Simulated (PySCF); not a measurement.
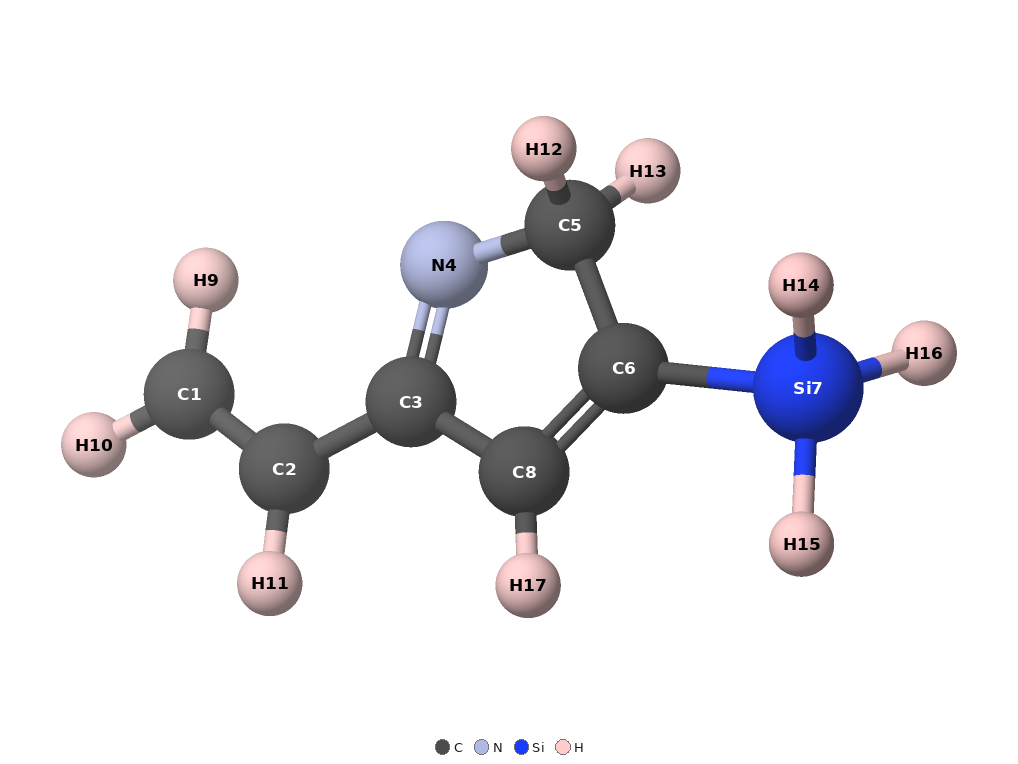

The species has charge +1 and is a spin doublet. The computed structure is the end point of a GFN2-xTB optimisation. No frequency run is at hand to confirm it as a minimum. Properties computed with UKS B3LYP, pcH-1 on C H N Si, non-relativistic (PySCF 2.14.0).

Give the isotropic hyperfine couplings (Fermi-contact term alone) of C1, C2, C3, N4, C5, C6, Si7, C8, H9, H10, H11, H12, H13, H14, H15, H16, H17.

```json
{"atom": "C1", "isotope": "13C", "a_iso (MHz)": "7.5"}
{"atom": "C2", "isotope": "13C", "a_iso (MHz)": "2.1"}
{"atom": "C3", "isotope": "13C", "a_iso (MHz)": "−11.3"}
{"atom": "N4", "isotope": "14N", "a_iso (MHz)": "35.2"}
{"atom": "C5", "isotope": "13C", "a_iso (MHz)": "−19.2"}
{"atom": "C6", "isotope": "13C", "a_iso (MHz)": "12.6"}
{"atom": "Si7", "isotope": "29Si", "a_iso (MHz)": "12.5"}
{"atom": "C8", "isotope": "13C", "a_iso (MHz)": "9.0"}
{"atom": "H9", "isotope": "1H", "a_iso (MHz)": "−7.5"}
{"atom": "H10", "isotope": "1H", "a_iso (MHz)": "−8.5"}
{"atom": "H11", "isotope": "1H", "a_iso (MHz)": "−5.7"}
{"atom": "H12", "isotope": "1H", "a_iso (MHz)": "42.1"}
{"atom": "H13", "isotope": "1H", "a_iso (MHz)": "10.5"}
{"atom": "H14", "isotope": "1H", "a_iso (MHz)": "28.0"}
{"atom": "H15", "isotope": "1H", "a_iso (MHz)": "12.3"}
{"atom": "H16", "isotope": "1H", "a_iso (MHz)": "26.9"}
{"atom": "H17", "isotope": "1H", "a_iso (MHz)": "−5.5"}
```

The geometry is semi-empirical. Around Si such bond lengths and angles can be off by a tenth of an ångström or more and by several degrees, and values that hang on the shape move with them.
